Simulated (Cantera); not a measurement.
Charge: 1 mol borazine, 5.5 mol NH3, at 370 Pa.

Method: chemical equilibrium by Gibbs-energy minimisation in Cantera with the NASA 1993 tables (ideal gas, pure condensed phases). Candidate condensed phases: B, BN; 15 gas species. The feed counts by its element totals alone. The tables' values for BH2 are old estimates; treat these amounts as uncertain. Rates play no part.

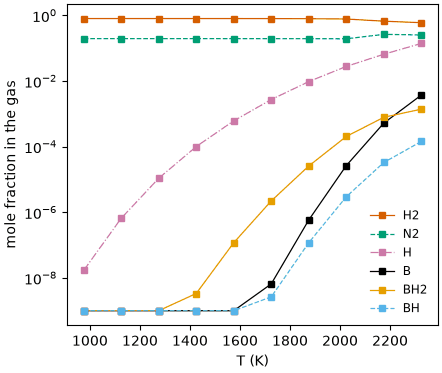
*Equilibrium gas composition (values under 1e-9 drawn at 1e-9)*

Q: Read off the mole fractions at 1725 K.

A: H2 about 0.80, N2 about 0.20, H about 0.0027, BH2 about 2.2e-6.
